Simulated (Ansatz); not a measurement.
## Geometry relaxation, with input and output: BSiH5ClF (part 2 of 2)

The same run, continued: BSiH5ClF; RHF/def2-SVP (Ansatz 0.2.0). It belongs to a series of runs on one base structure; here: end point B relaxed.

Geometry of the input (Å):
```
B  0.1174  0.4942  -0.3761
F  -0.0577  -0.2176  2.0421
Cl 1.5109  -0.4495  -0.9184
H  -0.9518  0.0386  -0.6483
Si 0.4084  2.2632  0.4680
H  1.3897  2.1006  1.5822
H  0.9698  3.2607  -0.4777
H  -0.8370  2.8114  1.0611
H  0.5016  0.4122  2.3897
```

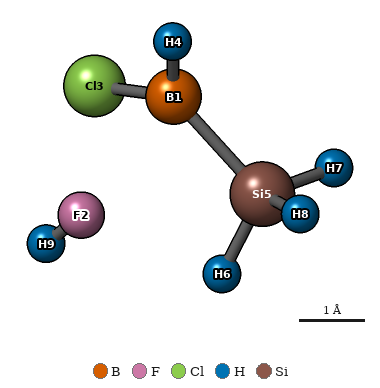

Figure 1. The geometry at step 16 of the log (ball-and-stick view, seen at an oblique angle; atoms are numbered from 1 in the order of the input).

Trajectory as extended XYZ, continued
```
9
Properties=species:S:1:pos:R:3:forces:R:3 step=5 energy=-23813.80719
B     0.1142    0.5279   -0.4590    0.0061  -0.0868  -0.0209
F    -0.1306   -0.1796    2.1818    0.4005   0.0757   0.3291
Cl    1.5251   -0.4411   -0.9152   -0.0053   0.0031  -0.0121
H    -0.9520    0.0591   -0.7171   -0.0060  -0.0011  -0.0296
Si    0.4016    2.3449    0.4035    0.0604   0.0583   0.2019
H     1.3890    2.1990    1.5126   -0.0201   0.0433  -0.0773
H     0.9541    3.3245   -0.5643   -0.0093   0.0115  -0.0502
H    -0.8506    2.8948    0.9791   -0.0016   0.0111  -0.0310
H     0.6004   -0.0156    2.7013   -0.4247  -0.1151  -0.3099
9
Properties=species:S:1:pos:R:3:forces:R:3 step=6 energy=-23813.81387
B     0.1239    0.5296   -0.4604    0.0164  -0.0157  -0.0175
F    -0.1596   -0.1774    2.2248    0.2314   0.0209   0.1691
Cl    1.5343   -0.4221   -0.9557   -0.0087   0.0027   0.0256
H    -0.9411    0.0559   -0.7183    0.0027   0.0150   0.0025
Si    0.4103    2.3525    0.4055   -0.0052   0.0226   0.0171
H     1.4147    2.2414    1.4967    0.0096   0.0044  -0.0132
H     0.9354    3.3198   -0.5938   -0.0126  -0.0075  -0.0098
H    -0.8438    2.9016    0.9764    0.0027   0.0010  -0.0003
H     0.5772   -0.0875    2.7474   -0.2363  -0.0433  -0.1735
9
Properties=species:S:1:pos:R:3:forces:R:3 step=7 energy=-23813.81611
B     0.1272    0.5315   -0.4486   -0.0010  -0.0219   0.0050
F    -0.1769   -0.1918    2.2217    0.0339   0.0121   0.0114
Cl    1.5379   -0.4316   -0.9194   -0.0016   0.0041   0.0197
H    -0.9372    0.0616   -0.7137   -0.0046   0.0118  -0.0123
Si    0.4109    2.3593    0.4074   -0.0052   0.0202  -0.0056
H     1.4291    2.2588    1.4863    0.0044   0.0016   0.0025
H     0.9203    3.3204   -0.6054   -0.0075   0.0041  -0.0097
H    -0.8401    2.9071    0.9868    0.0090  -0.0063   0.0016
H     0.5801   -0.1014    2.7074   -0.0274  -0.0256  -0.0126
9
Properties=species:S:1:pos:R:3:forces:R:3 step=8 energy=-23813.81862
B     0.1292    0.5368   -0.4377   -0.0017  -0.0080   0.0276
F    -0.1851   -0.2027    2.2151    0.0263   0.0197   0.0097
Cl    1.5405   -0.4428   -0.8711    0.0039   0.0015   0.0098
H    -0.9339    0.0744   -0.7191   -0.0110   0.0054  -0.0183
Si    0.4116    2.3724    0.4037    0.0067   0.0061  -0.0245
H     1.4474    2.2890    1.4666    0.0005   0.0002   0.0086
H     0.8982    3.3261   -0.6279   -0.0099   0.0055  -0.0021
H    -0.8347    2.9169    0.9956    0.0047  -0.0066   0.0023
H     0.5780   -0.1560    2.6973   -0.0196  -0.0238  -0.0131
9
Properties=species:S:1:pos:R:3:forces:R:3 step=9 energy=-23813.79532 accepted=F
B     0.1321    0.5450   -0.3968    0.0330   0.0085  -0.0446
F    -0.2137   -0.1636    2.2028    1.6491  -0.3310   0.8388
Cl    1.5485   -0.4832   -0.7126   -0.0945   0.0382   0.0238
H    -0.9256    0.1120   -0.7431    0.0389  -0.0399   0.0047
Si    0.4084    2.4032    0.3931    0.0746  -0.0151   0.0746
H     1.4817    2.3565    1.4241   -0.0375   0.0276  -0.0409
H     0.8405    3.3418   -0.6779   -0.0176  -0.0111   0.0110
H    -0.8274    2.9362    1.0175    0.0046  -0.0044  -0.0228
H     0.6068   -0.3341    2.6155   -1.6507   0.3272  -0.8445
9
Properties=species:S:1:pos:R:3:forces:R:3 step=10 energy=-23813.81978
B     0.1303    0.5364   -0.4121   -0.0039   0.0609  -0.0844
F    -0.1988   -0.1732    2.2103    0.4538  -0.0333   0.2564
Cl    1.5446   -0.4613   -0.7986   -0.0135  -0.0162   0.0323
H    -0.9297    0.0940   -0.7369    0.0087  -0.0279   0.0256
Si    0.4104    2.3851    0.3992    0.0228  -0.0200   0.0613
H     1.4631    2.3197    1.4481   -0.0077   0.0202  -0.0153
H     0.8696    3.3325   -0.6509   -0.0102  -0.0073  -0.0063
H    -0.8312    2.9227    1.0072    0.0014   0.0014  -0.0100
H     0.5931   -0.2421    2.6563   -0.4515   0.0222  -0.2595
9
Properties=species:S:1:pos:R:3:forces:R:3 step=12 energy=-23813.82403
B     0.1308    0.5443   -0.4104    0.0381  -0.0079   0.0010
F    -0.2003   -0.1776    2.2109   -0.0222   0.0185  -0.0046
Cl    1.5421   -0.4764   -0.7536   -0.0296   0.0126   0.0091
H    -0.9274    0.1012   -0.7386   -0.0002  -0.0050  -0.0074
Si    0.4128    2.3941    0.3981    0.0060   0.0083   0.0156
H     1.4752    2.3434    1.4376   -0.0157   0.0040  -0.0177
H     0.8539    3.3401   -0.6615   -0.0039  -0.0065  -0.0001
H    -0.8292    2.9261    1.0101    0.0045  -0.0009  -0.0001
H     0.5933   -0.2813    2.6299    0.0229  -0.0231   0.0043
9
Properties=species:S:1:pos:R:3:forces:R:3 step=13 energy=-23813.82535
B     0.1333    0.5450   -0.4030    0.0391   0.0072  -0.0336
F    -0.2057   -0.1541    2.2233    0.1530  -0.0265   0.0756
Cl    1.5448   -0.4797   -0.7377   -0.0377   0.0149   0.0262
H    -0.9229    0.1045   -0.7414   -0.0008  -0.0109   0.0067
Si    0.4122    2.3991    0.3971    0.0114  -0.0007   0.0249
H     1.4795    2.3570    1.4313   -0.0122   0.0078  -0.0163
H     0.8449    3.3408   -0.6701   -0.0059  -0.0079  -0.0009
H    -0.8294    2.9291    1.0114    0.0035  -0.0005  -0.0029
H     0.5946   -0.3276    2.6117   -0.1505   0.0166  -0.0798
9
Properties=species:S:1:pos:R:3:forces:R:3 step=14 energy=-23813.82698
B     0.1313    0.5500   -0.3972    0.0295  -0.0124  -0.0138
F    -0.2036   -0.1539    2.2325    0.1267  -0.0208   0.0545
Cl    1.5395   -0.4926   -0.6919   -0.0360   0.0201   0.0153
H    -0.9223    0.1140   -0.7503    0.0058  -0.0049   0.0013
Si    0.4102    2.4069    0.3956    0.0121   0.0020   0.0190
H     1.4790    2.3695    1.4275   -0.0077   0.0094  -0.0117
H     0.8395    3.3437   -0.6771   -0.0043  -0.0058  -0.0026
H    -0.8312    2.9383    1.0086    0.0003  -0.0021  -0.0021
H     0.6089   -0.3620    2.5748   -0.1265   0.0145  -0.0599
9
Properties=species:S:1:pos:R:3:forces:R:3 step=15 energy=-23813.82418 accepted=F
B     0.1330    0.5558   -0.3832    0.0612  -0.0136  -0.0116
F    -0.1997   -0.1188    2.2532    0.7673  -0.3272   0.2566
Cl    1.5388   -0.5053   -0.6351   -0.0551   0.0267   0.0209
H    -0.9154    0.1245   -0.7573    0.0065  -0.0032   0.0089
Si    0.4106    2.4196    0.3942    0.0050   0.0073   0.0030
H     1.4895    2.4060    1.4155   -0.0132   0.0022  -0.0188
H     0.8194    3.3465   -0.6960   -0.0036  -0.0084   0.0031
H    -0.8322    2.9462    1.0080    0.0011   0.0008   0.0044
H     0.6074   -0.4607    2.5231   -0.7692   0.3153  -0.2665
9
Properties=species:S:1:pos:R:3:forces:R:3 step=16 energy=-23813.82878
B     0.1345    0.5544   -0.3890    0.0042  -0.0035  -0.0018
F    -0.2049   -0.1495    2.2399    0.0707  -0.0109   0.0299
Cl    1.5387   -0.4988   -0.6581   -0.0061   0.0018   0.0075
H    -0.9167    0.1205   -0.7523    0.0064   0.0032   0.0031
Si    0.4117    2.4160    0.3937    0.0027   0.0017   0.0018
H     1.4903    2.3936    1.4147   -0.0047   0.0057  -0.0048
H     0.8238    3.3473   -0.6909   -0.0025  -0.0036  -0.0013
H    -0.8286    2.9432    1.0120    0.0005  -0.0013   0.0020
H     0.6026   -0.4127    2.5525   -0.0710   0.0068  -0.0364
9
Properties=species:S:1:pos:R:3:forces:R:3 step=17 energy=-23813.82998
B     0.1374    0.5557   -0.3796    0.0007   0.0173  -0.0224
F    -0.2041   -0.1316    2.2504    0.1769  -0.0676   0.0601
Cl    1.5398   -0.5045   -0.6329   -0.0030  -0.0049   0.0160
H    -0.9114    0.1250   -0.7533    0.0041  -0.0028   0.0124
Si    0.4122    2.4220    0.3926    0.0049  -0.0004   0.0078
H     1.4970    2.4116    1.4066   -0.0022   0.0061  -0.0060
H     0.8117    3.3488   -0.7010   -0.0047  -0.0068   0.0011
H    -0.8275    2.9455    1.0154   -0.0003  -0.0001  -0.0010
H     0.5962   -0.4587    2.5243   -0.1764   0.0592  -0.0679
9
Properties=species:S:1:pos:R:3:forces:R:3 step=19 energy=-23813.83106
B     0.1390    0.5576   -0.3715   -0.0014   0.0220  -0.0305
F    -0.2021   -0.1248    2.2574    0.1246  -0.0544   0.0346
Cl    1.5399   -0.5076   -0.6121    0.0038  -0.0121   0.0165
H    -0.9090    0.1260   -0.7464    0.0013  -0.0030   0.0122
Si    0.4133    2.4282    0.3898   -0.0036  -0.0047   0.0195
H     1.5002    2.4244    1.4011    0.0008   0.0084  -0.0040
H     0.8066    3.3522   -0.7078   -0.0036  -0.0069  -0.0057
H    -0.8276    2.9484    1.0131    0.0007   0.0055   0.0003
H     0.5909   -0.4905    2.4989   -0.1226   0.0452  -0.0428
9
Properties=species:S:1:pos:R:3:forces:R:3 step=20 energy=-23813.83213
B     0.1410    0.5622   -0.3653    0.0026   0.0142  -0.0126
F    -0.1984   -0.1307    2.2642    0.0712  -0.0314   0.0188
Cl    1.5393   -0.5110   -0.5878    0.0036  -0.0089   0.0109
H    -0.9057    0.1319   -0.7449   -0.0014  -0.0036   0.0072
Si    0.4142    2.4365    0.3870   -0.0015   0.0030   0.0113
H     1.5068    2.4447    1.3921   -0.0046   0.0048  -0.0064
H     0.7973    3.3536   -0.7206   -0.0042  -0.0069   0.0008
H    -0.8262    2.9566    1.0121    0.0057   0.0013  -0.0005
H     0.5831   -0.5298    2.4859   -0.0714   0.0276  -0.0295
9
Properties=species:S:1:pos:R:3:forces:R:3 step=21 energy=-23813.83313
B     0.1445    0.5648   -0.3542   -0.0091   0.0102   0.0147
F    -0.1955   -0.1231    2.2708    0.1676  -0.0958   0.0364
Cl    1.5393   -0.5196   -0.5492    0.0044  -0.0061   0.0044
H    -0.9007    0.1351   -0.7383    0.0015  -0.0034  -0.0040
Si    0.4147    2.4443    0.3863    0.0067   0.0118  -0.0035
H     1.5141    2.4668    1.3833   -0.0047   0.0012  -0.0076
H     0.7845    3.3531   -0.7329   -0.0036  -0.0033   0.0059
H    -0.8241    2.9637    1.0152    0.0047  -0.0050  -0.0031
H     0.5744   -0.5712    2.4413   -0.1674   0.0903  -0.0432
9
Properties=species:S:1:pos:R:3:forces:R:3 step=22 energy=-23813.83310 accepted=F
B     0.1459    0.5686   -0.3412   -0.0095   0.0248   0.0111
F    -0.1811   -0.1148    2.2815    0.3050  -0.2208   0.0513
Cl    1.5385   -0.5235   -0.5113    0.0096  -0.0165  -0.0023
H    -0.8976    0.1381   -0.7290    0.0030  -0.0078  -0.0026
Si    0.4151    2.4552    0.3812    0.0110   0.0057   0.0098
H     1.5176    2.4886    1.3743   -0.0063   0.0045  -0.0113
H     0.7770    3.3576   -0.7457   -0.0056  -0.0072   0.0030
H    -0.8244    2.9723    1.0102    0.0023   0.0012  -0.0024
H     0.5602   -0.6283    2.4025   -0.3095   0.2160  -0.0567
9
Properties=species:S:1:pos:R:3:forces:R:3 step=23 energy=-23813.83395
B     0.1448    0.5677   -0.3452    0.0014  -0.0187   0.0040
F    -0.1955   -0.1291    2.2748    0.0580  -0.0299   0.0094
Cl    1.5384   -0.5238   -0.5215   -0.0032   0.0061   0.0048
H    -0.8974    0.1354   -0.7352    0.0027   0.0099   0.0008
Si    0.4157    2.4510    0.3846   -0.0022   0.0085  -0.0023
H     1.5198    2.4801    1.3754    0.0011   0.0014  -0.0017
H     0.7768    3.3550   -0.7408   -0.0014  -0.0016   0.0009
H    -0.8212    2.9695    1.0172    0.0010  -0.0023  -0.0013
H     0.5699   -0.5919    2.4131   -0.0574   0.0267  -0.0145
9
Properties=species:S:1:pos:R:3:forces:R:3 step=24 energy=-23813.83427
B     0.1465    0.5681   -0.3300    0.0141   0.0126  -0.0444
F    -0.1885   -0.1248    2.2768    0.0595  -0.0452   0.0104
Cl    1.5405   -0.5256   -0.4979   -0.0101   0.0020   0.0157
H    -0.8924    0.1395   -0.7324   -0.0023  -0.0045   0.0222
Si    0.4159    2.4578    0.3840    0.0036  -0.0128   0.0067
H     1.5270    2.4984    1.3663   -0.0003   0.0070   0.0014
H     0.7659    3.3523   -0.7523   -0.0026   0.0002  -0.0011
H    -0.8193    2.9762    1.0197    0.0000   0.0015   0.0009
H     0.5557   -0.6280    2.3882   -0.0619   0.0391  -0.0118
9
Properties=species:S:1:pos:R:3:forces:R:3 step=26 energy=-23813.83457
B     0.1489    0.5695   -0.3275   -0.0015   0.0067  -0.0038
F    -0.1908   -0.1255    2.2843    0.0327  -0.0220  -0.0011
Cl    1.5394   -0.5310   -0.4763    0.0015  -0.0042   0.0033
H    -0.8907    0.1386   -0.7249   -0.0025  -0.0011  -0.0005
Si    0.4173    2.4605    0.3828   -0.0023   0.0011   0.0040
H     1.5298    2.5051    1.3630    0.0020   0.0040  -0.0006
H     0.7616    3.3553   -0.7550   -0.0003   0.0003  -0.0017
H    -0.8181    2.9757    1.0210    0.0012  -0.0002  -0.0018
H     0.5540   -0.6343    2.3550   -0.0308   0.0154   0.0022
9
Properties=species:S:1:pos:R:3:forces:R:3 step=27 energy=-23813.83469
B     0.1496    0.5722   -0.3252    0.0071  -0.0034  -0.0003
F    -0.1877   -0.1320    2.2845    0.0383  -0.0280   0.0042
Cl    1.5392   -0.5307   -0.4685   -0.0011   0.0005  -0.0016
H    -0.8896    0.1411   -0.7236   -0.0021   0.0012   0.0006
Si    0.4181    2.4651    0.3802   -0.0017   0.0003   0.0043
H     1.5328    2.5146    1.3576    0.0010   0.0021  -0.0007
H     0.7579    3.3580   -0.7605   -0.0007  -0.0008  -0.0025
H    -0.8169    2.9794    1.0197   -0.0004   0.0014   0.0001
H     0.5479   -0.6539    2.3583   -0.0404   0.0266  -0.0042
9
Properties=species:S:1:pos:R:3:forces:R:3 step=28 energy=-23813.83473
B     0.1510    0.5731   -0.3233    0.0069  -0.0043   0.0006
F    -0.1874   -0.1337    2.2860    0.0278  -0.0216   0.0024
Cl    1.5408   -0.5298   -0.4669   -0.0028   0.0023  -0.0007
H    -0.8883    0.1414   -0.7210   -0.0014   0.0013   0.0011
Si    0.4186    2.4671    0.3796    0.0003   0.0002   0.0018
H     1.5352    2.5204    1.3547   -0.0001   0.0008  -0.0005
H     0.7550    3.3579   -0.7638   -0.0005   0.0001  -0.0021
H    -0.8159    2.9813    1.0200   -0.0005   0.0001   0.0006
H     0.5423   -0.6639    2.3572   -0.0297   0.0210  -0.0033
```

Key numbers

- outcome: converged
- total energy: −23813.8347 eV
- mean-field energy: −23813.8347 eV
- largest force (length of the vector) at the end: 0.036 eV/Å
- hardware: 1 thread of Arm Neoverse V1, 24 GiB of memory available, shared host
- wall time: 54 s
- peak memory: 0.16 GiB
